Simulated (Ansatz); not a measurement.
# PN2H (singlet): from a generated start to a stationary point

Where does this start of PN2H (singlet) end when it is relaxed?

Program: Ansatz 0.2.0, Gaussian basis. Level of theory: RKS PBE0/def2-TZVP. These are calculated values, not measurements.

### 1 Starting geometry

4 atoms, charge 0, spin multiplicity 1.

Atoms are counted from 1 here; the program's logs count them from 0.

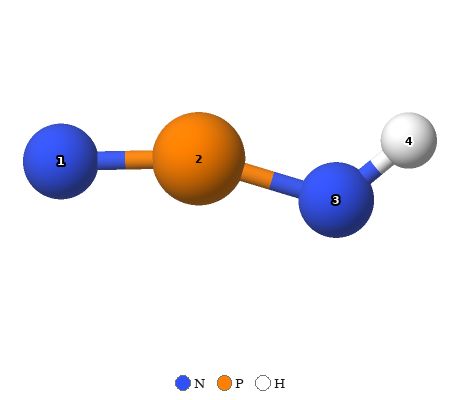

Start geometry, drawn with nitrogen blue, phosphorus orange, hydrogen white; atoms are numbered from 1 in the order of the file.

Geometry (Å):

```xyz
4

N    -1.5059   -0.1258   -0.0024
P    -0.0509    0.1009    0.0022
N     1.4637   -0.1402   -0.0033
H     2.1487    0.5959    0.0122
```

The start was built by rule and, where that kept it together, relaxed with GFN2-xTB. Sticks and bond lists go by distance. 

### 2 The run

in.yaml reads:

```yaml
crystal:
  periodic: [false, false, false]
  atoms:
    - {symbol: N, position_ang: [-1.505912, -0.125836, -0.002362]}
    - {symbol: P, position_ang: [-0.050852, 0.100916, 0.002153]}
    - {symbol: N, position_ang: [1.463739, -0.140204, -0.003277]}
    - {symbol: H, position_ang: [2.148731, 0.595853, 0.012206]}
basis:
  gaussian: {orbitals: def2-TZVP}
hamiltonian: {xc: pbe0}
relax: {f_tol: 0.004, max_steps: 80}
```

Command:

```console
> ansatz run in.yaml --threads 1 --pin off --events-out ev --progress --plain --max-ram 2176MiB
```

**Question.** What will these runs give? Wanted: energy gained; shift from the start; total energy; dipole moment.

**Answer**, as computed:

| quantity | value |
| --- | --- |
| steps | 6 |
| energy gained | 0.025 eV |
| shift from the start (rms) | 0.054 Å |
| total energy | -12276.4546 eV |
| dipole moment | 3.19 D |

In words: The bonds of the start are those of the end. N1–P2 went from 1.473 to 1.486 Å. No vibrations were run, so this is a stationary point, not a proven minimum, and this spin need not be the ground state's.
